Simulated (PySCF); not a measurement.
Molecule: 1,1,1-trifluoroethane, SMILES C(C)(F)(F)F, singlet. Atoms near the plane z = 0.0 Å, at the CAM-B3LYP/def2-SVP optimised geometry (x, y, z in Å): C1 (-0.8, 0.1, 0.0), C2 (0.7, 0.1, 0.0), F3 (1.2, 0.7, 1.1), F4 (1.2, 0.7, -1.1), F5 (1.2, -1.1, 0.0), H6 (-1.2, -0.4, 0.9), H7 (-1.2, -0.4, -0.9), H8 (-1.2, 1.1, 0.0).

Method: CAM-B3LYP/def2-TZVP (PySCF 2.14.0). Cells within 0.4 Å of a nucleus heavier than hydrogen are left out (blank, or x). The values are rescaled to run from 0 to 1.

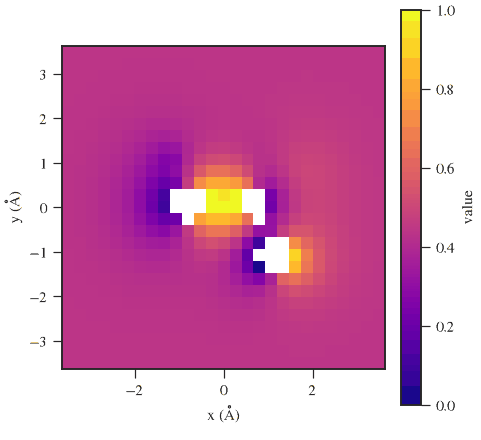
Fig. 1. a field on the plane z = 0.0 Å.

Which quantity is mapped?
A) deformation density (molecule minus spherical neutral atoms)
B) electrostatic potential
C) electron localisation function
D) an orbital amplitude

D, an orbital amplitude. In full: HOMO amplitude (bohr^(-3/2)), clipped to [-0.25, 0.25].
